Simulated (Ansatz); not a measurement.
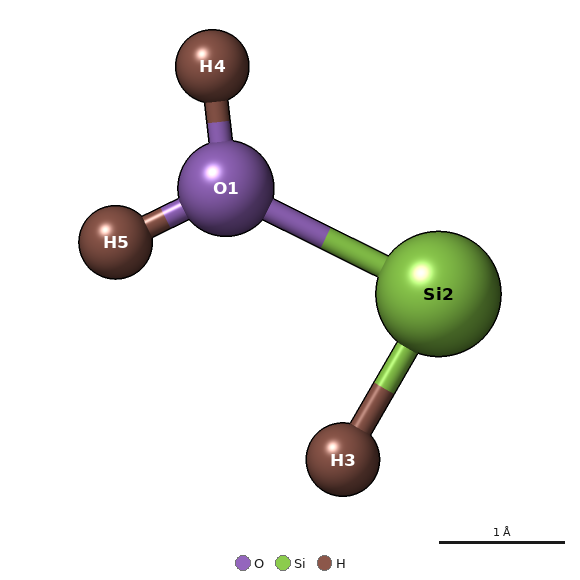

The species has charge +1 and is a spin singlet. The computed structure is the end point of a PBE-D4/def2-SVP optimisation. No frequency run is at hand to confirm it as a minimum.

Question: What is the geometry at O1?

Answer: O1 has 3 neighbours (Si2 at 1.91, H4 at 0.99, H5 at 0.99 Å); the arrangement is trigonal planar.

Question: How are the neighbours of atom 2 arranged?

Answer: Si2 has 2 neighbours (O1 at 1.91, H3 at 1.54 Å); the arrangement is bent.
